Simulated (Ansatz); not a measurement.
# Saddle-point search, with input and output: CH₁₀Si₂ (part 1 of 2)

System: CH₁₀Si₂.
Method: RKS revPBE-D4/pcseg-2 (Ansatz 0.2.0).

Figures and captions count atoms from 1; the log counts them from 0 in places.

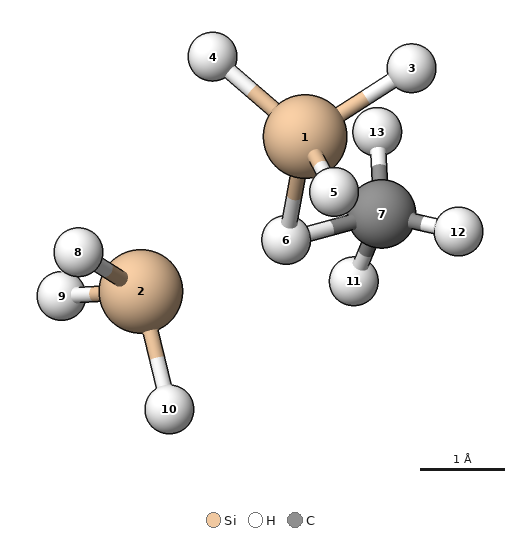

The starting structure (ball-and-stick view, seen at an oblique angle; atoms are numbered from 1 in the order of the input).

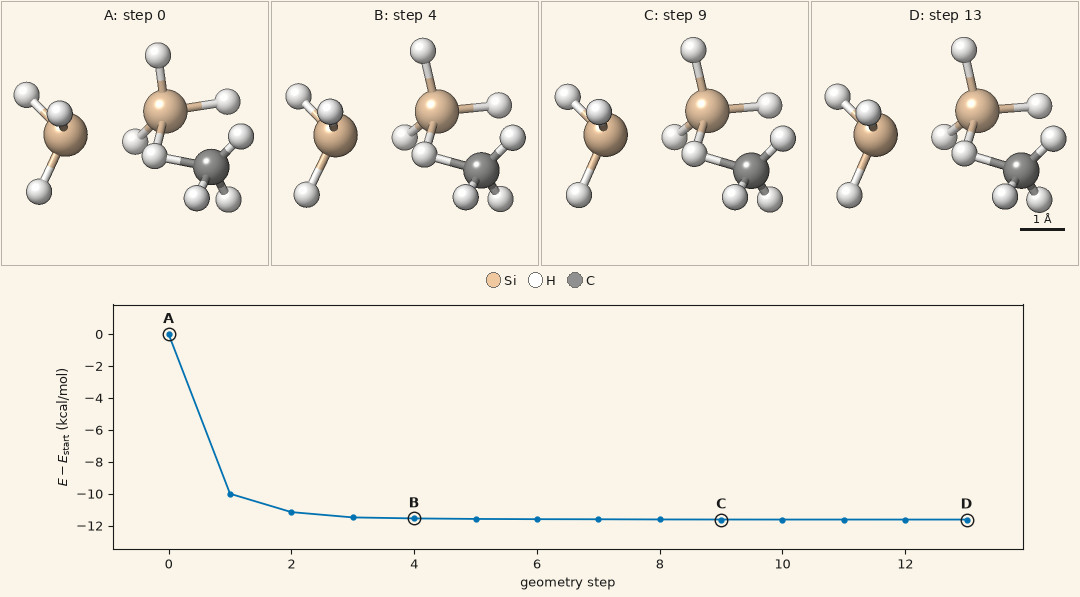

Frames of the saddle-point search (ball-and-stick view, seen at a tilt) above the curves, on which the letters mark them (the first geometry is step 0 here and step 1 in the log).

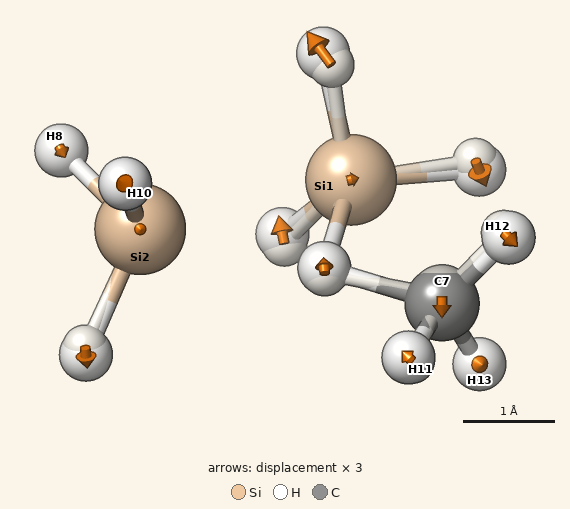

Start (faint) and end (solid) with the displacements as orange arrows, magnified 3 times (ball-and-stick view, seen at a tilt). The two geometries are laid on each other by the best rigid fit. After 13 geometry steps the energy has fallen by 11.6 kcal/mol. The largest force component goes from 4.1 to 0.00076 eV/Å. The atom that moves furthest after the best rigid fit is H5 (0.17 Å). Largest moves by element: H 0.17 Å, C 0.08 Å, Si 0.05 Å. Distances before and after: Si1–H5 1.382 → 1.495 Å, C7–H13 1.180 → 1.096 Å, Si2–H9 1.444 → 1.512 Å, C7–H12 1.033 → 1.096 Å. Among the angles that change: H4–Si1–H5 130.0° → 119.4°, H3–Si1–H5 95.1° → 103.1°, H11–C7–H13 102.2° → 109.6°. (Atoms are counted from 1 in the order of the input.)

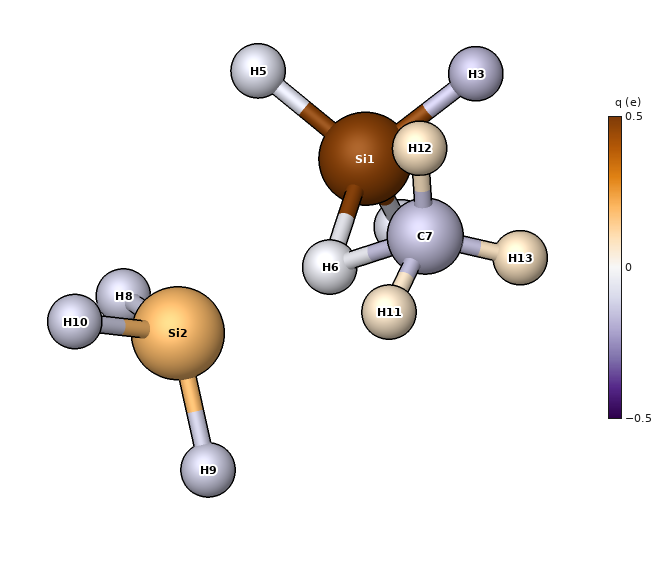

Mulliken charges, as the colour of each atom (ball-and-stick view, seen at a tilt; atoms are numbered from 1 in the order of the input). By element: Si +0.19 to +0.48, H −0.16 to +0.08 and C −0.16 e.

The input that produced these results follows, with the program's output.

### Input
```yaml
crystal:
  periodic: [false, false, false]
  atoms:
    - {symbol: Si, position_ang: [-0.193862, 0.897518, 0.779130]}
    - {symbol: Si, position_ang: [1.467824, -1.179871, 0.280411]}
    - {symbol: H, position_ang: [-1.183253, 2.043730, 0.739916]}
    - {symbol: H, position_ang: [-0.516524, 0.128647, 2.009805]}
    - {symbol: H, position_ang: [0.908710, 1.676291, 0.482329]}
    - {symbol: H, position_ang: [-0.265552, -0.265209, -0.476903]}
    - {symbol: C, position_ang: [-1.301663, 0.349562, -1.024450]}
    - {symbol: H, position_ang: [2.406455, -0.905694, 1.467906]}
    - {symbol: H, position_ang: [1.050716, -2.560219, 0.351702]}
    - {symbol: H, position_ang: [2.305574, -1.139822, -0.926231]}
    - {symbol: H, position_ang: [-1.273511, -0.546379, -1.745081]}
    - {symbol: H, position_ang: [-1.215532, 1.252165, -1.518852]}
    - {symbol: H, position_ang: [-2.318333, 0.176129, -0.452050]}
basis:
  gaussian: {orbitals: pcseg-2}
hamiltonian: {xc: {name: revPBE}, dispersion: d4}
saddle:
  f_tol: 0.02
  max_steps: 40
  mode_guess:
    - [-0.3449, 0.0249, -0.1891]
    - [0.0005, -0.1131, -0.0955]
    - [-0.0579, 0.1894, 0.0061]
    - [-0.0758, -0.0101, 0.0075]
    - [-0.0904, -0.1852, -0.1797]
    - [0.6828, -0.1793, 0.2714]
    - [-0.0607, 0.1589, 0.0818]
    - [-0.0659, 0.0505, -0.0270]
    - [0.0944, -0.1303, -0.0198]
    - [-0.0455, 0.0241, -0.0382]
    - [0.1090, 0.0439, 0.1211]
    - [-0.0148, 0.0598, 0.0569]
    - [-0.1309, 0.0665, 0.0045]
```

Run as:
```bash
ansatz run in.yaml --threads 4 --pin off --events-out ev --progress --plain --max-ram 9574MiB
```

### Output
```
Functional definition: revPBE
  name "revPBE"
  cite "Zhang & Yang, Phys. Rev. Lett. 80, 890 (1998) doi:10.1103/PhysRevLett.80.890"
  cite "Perdew, Burke & Ernzerhof, Phys. Rev. Lett. 77, 3865 (1996) doi:10.1103/PhysRevLett.77.3865"
  parameter kappa = 1.245
  parameter beta = 0.06672455060314922
  exchange = pbe_x(kappa = kappa, mu = beta*pi^2/3)
  correlation = pbe_c(beta = beta)
1196 factors; their error is unknown
mean field evaluation 1: about -16940.4441 eV, gradient 5.8e1 eV
mean field evaluation 2: about -16927.6819 eV, gradient 8.1e1 eV
mean field evaluation 4: about -16948.7669 eV, gradient 6.0e0 eV
mean field evaluation 8: about -16948.9097 eV, gradient 7.9e-2 eV
mean field evaluation 16: about -16948.8496 eV, gradient 5.1e-4 eV
mean field -16948.84960556 eV, -622.8587346616 hartree, gradient 2.3e-5 eV, S^2 0.000000; 0 other end points of the search recorded, 0 dependent functions left out
the calculation of the forces begins
reference -16948.84968417 eV, -622.8587375504 hartree; 22, 22 occupied and 216, 216 virtual orbitals, 1196 factors
these checks for a lower state are left out or cut short: stability, starts, cluster_reference, orbital_swaps, neighbouring_geometries, increment
1196 factors; their error is unknown
mean field -16948.84732707 eV, -622.8586509285 hartree, gradient 4.0e-6 eV, S^2 0.000000; 0 other end points of the search recorded, 0 dependent functions left out
[... from here on the field's lines of each further geometry are left out, up to the last ...]
saddle step   1: F+E_penalty+E_count = -16949.60598229 eV  max|allowed force component| = 4.051e0 eV/Å  curvature = -9.3877 eV/Å²  mode residual = 7.45e0 eV/Å²  Δτ_max = 0.0000 Å  (1 rotations, 3 force calls, 74 SCF iters)  cluster: 3 rotations left out, max|force component along them| = 8.106e-8 eV/Å
saddle step   2: F+E_penalty+E_count = -16950.03939539 eV  max|allowed force component| = 9.349e-1 eV/Å  curvature = -10.1117 eV/Å²  mode residual = 4.29e0 eV/Å²  Δτ_max = 0.1061 Å  (1 rotations, 3 force calls, 75 SCF iters)  cluster: 3 rotations left out, max|force component along them| = 2.249e-8 eV/Å
saddle step   3: F+E_penalty+E_count = -16950.08926334 eV  max|allowed force component| = 3.917e-1 eV/Å  curvature = -10.6828 eV/Å²  mode residual = 3.12e0 eV/Å²  Δτ_max = 0.0407 Å  (1 rotations, 3 force calls, 75 SCF iters)  cluster: 3 rotations left out, max|force component along them| = 1.750e-8 eV/Å
saddle step   4: F+E_penalty+E_count = -16950.10368014 eV  max|allowed force component| = 1.042e-1 eV/Å  curvature = -11.0691 eV/Å²  mode residual = 2.18e0 eV/Å²  Δτ_max = 0.0310 Å  (1 rotations, 3 force calls, 75 SCF iters)  cluster: 3 rotations left out, max|force component along them| = 1.721e-8 eV/Å
saddle step   5: F+E_penalty+E_count = -16950.10641126 eV  max|allowed force component| = 9.485e-2 eV/Å  curvature = -11.4259 eV/Å²  mode residual = 1.62e0 eV/Å²  Δτ_max = 0.0287 Å  (1 rotations, 3 force calls, 74 SCF iters)  cluster: 3 rotations left out, max|force component along them| = 2.929e-8 eV/Å
saddle step   6: F+E_penalty+E_count = -16950.10781670 eV  max|allowed force component| = 7.138e-2 eV/Å  curvature = -11.5773 eV/Å²  mode residual = 1.17e0 eV/Å²  Δτ_max = 0.0094 Å  (1 rotations, 3 force calls, 74 SCF iters)  cluster: 3 rotations left out, max|force component along them| = 3.066e-8 eV/Å
saddle step   7: F+E_penalty+E_count = -16950.10846884 eV  max|allowed force component| = 2.142e-2 eV/Å  curvature = -11.6890 eV/Å²  mode residual = 8.74e-1 eV/Å²  Δτ_max = 0.0098 Å  (1 rotations, 3 force calls, 76 SCF iters)  cluster: 3 rotations left out, max|force component along them| = 3.046e-8 eV/Å
saddle step   8: F+E_penalty+E_count = -16950.10873654 eV  max|allowed force component| = 1.993e-2 eV/Å  curvature = -11.7291 eV/Å²  mode residual = 5.73e-1 eV/Å²  Δτ_max = 0.0114 Å  (1 rotations, 5 force calls, 119 SCF iters)  cluster: 3 rotations left out, max|force component along them| = 3.006e-8 eV/Å
saddle step   9: F+E_penalty+E_count = -16950.10920592 eV  max|allowed force component| = 1.503e-2 eV/Å  curvature = -11.6728 eV/Å²  mode residual = 4.79e-1 eV/Å²  Δτ_max = 0.0123 Å  (1 rotations, 5 force calls, 120 SCF iters)  cluster: 3 rotations left out, max|force component along them| = 2.840e-8 eV/Å
saddle step  10: F+E_penalty+E_count = -16950.10938691 eV  max|allowed force component| = 7.492e-3 eV/Å  curvature = -11.7029 eV/Å²  mode residual = 3.06e-1 eV/Å²  Δτ_max = 0.0135 Å  (1 rotations, 6 force calls, 142 SCF iters)  cluster: 3 rotations left out, max|force component along them| = 2.778e-8 eV/Å
saddle step  11: F+E_penalty+E_count = -16950.10947866 eV  max|allowed force component| = 2.538e-3 eV/Å  curvature = -11.6871 eV/Å²  mode residual = 2.97e-1 eV/Å²  Δτ_max = 0.0137 Å  (1 rotations, 5 force calls, 118 SCF iters)  cluster: 3 rotations left out, max|force component along them| = 2.671e-8 eV/Å
saddle step  12: F+E_penalty+E_count = -16950.10948412 eV  max|allowed force component| = 8.262e-4 eV/Å  curvature = -11.6962 eV/Å²  mode residual = 1.69e-1 eV/Å²  Δτ_max = 0.0017 Å  (1 rotations, 11 force calls, 252 SCF iters)  cluster: 3 rotations left out, max|force component along them| = 2.672e-8 eV/Å
saddle step  13: F+E_penalty+E_count = -16950.10950182 eV  max|allowed force component| = 1.163e-3 eV/Å  curvature = -11.6931 eV/Å²  mode residual = 1.71e-1 eV/Å²  Δτ_max = 0.0135 Å  (1 rotations, 7 force calls, 162 SCF iters)  cluster: 3 rotations left out, max|force component along them| = 2.679e-8 eV/Å
saddle search: the force at step 14 is within saddle.f_tol, and the search now checks the order of the point unasked, as it does wherever a lone molecule whose rigid rotations it leaves out would converge (saddle.isolated_cluster): at most 100 rotations across the mode and 202 force calls, two more next to a line or behind a second negative curvature, two more where it reads a positive, two for each turn that reads one and six more at each negative that it reads, and up to 22 at one that stands (24 where saddle.amplitude is under 0.005 Å), over each length that the point is read over (saddle.order_check: false declines the check)
saddle search: the rotation starts from a random direction (saddle.seed = 0)
the calculation of the forces begins
reference -16949.35565651 eV, -622.8773316909 hartree; 22, 22 occupied and 216, 216 virtual orbitals, 1196 factors
1196 factors; their error is unknown
mean field evaluation 800: about -16949.3556 eV, gradient 5.1e-2 eV
mean field -16949.35558425 eV, -622.8773290353 hartree, gradient 2.2e-5 eV, S^2 0.000000; 1 other end points of the search recorded, 0 dependent functions left out
the calculation of the forces begins
reference -16949.35566416 eV, -622.8773319720 hartree; 22, 22 occupied and 216, 216 virtual orbitals, 1196 factors
saddle step  14: F+E_penalty+E_count = -16950.10950567 eV  max|allowed force component| = 7.593e-4 eV/Å  curvature = -11.6449 eV/Å² (error put at 0.0048; -11.6496 at half of saddle.amplitude)  mode residual = 1.45e-1 eV/Å²  Δτ_max = 0.0038 Å  (1 rotations, 50 force calls, 1108 SCF iters)  order check (unasked): unresolved, curvature across the mode = +0.0156 eV/Å² (41 force calls)  cluster: 3 rotations left out, max|force component along them| = 2.691e-8 eV/Å
```
